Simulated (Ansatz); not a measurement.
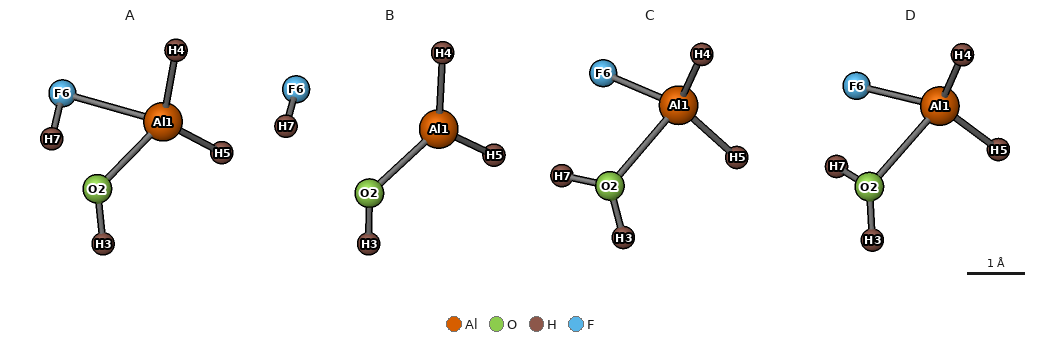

4 geometries from one relaxation of AlH₄OF, in shuffled order. The picture is a ball-and-stick view, seen at a tilt.

The run prepares an end point of a later path (reaction) calculation, from a guessed geometry.

These are results of Ansatz 0.2.0, RKS PBE0-D4/def2-SVPD, not measurements. (no spin polarisation; force threshold 0.03 eV/Å; at most 50 steps)

### Put them in the order of the run, from the start to the converged end.

B, A, D, C. They are steps 0, 3, 10, 16, at +27.0 kcal/mol, +20.6 kcal/mol, +3.48 kcal/mol relative to the last. The atom that moves furthest after the best rigid fit is H7 (1.06 Å). Largest moves by element: H 1.06 Å, F 0.88 Å, Al 0.66 Å, O 0.40 Å. Among the contacts that change: F6–H7 0.927 → 2.316 Å, O2–H7 2.202 → 0.969 Å, Al1–F6 2.884 → 1.714 Å, Al1–O2 1.765 → 2.023 Å. New bonds form, among them: Al1–F6 (2.88 → 1.71 Å), O2–H7 (2.20 → 0.97 Å). Bonds break, among them: F6–H7 (0.93 → 2.32 Å). Bond angles that change, for instance: O2–Al1–H5 118.1° → 99.4°, O2–Al1–H4 115.0° → 105.5°, Al1–O2–H3 120.3° → 116.6°. The energy falls by 27.0 kcal/mol in 14 accepted moves (16 points after the start). The largest force component goes from 0.53 to 0.011 eV/Å. The line search rejected the trial steps at points 7, 14 of the run.

Limits of the set-up: the start holds two separate molecules, 2.2 Å apart at their closest, whose relative position is a soft coordinate.
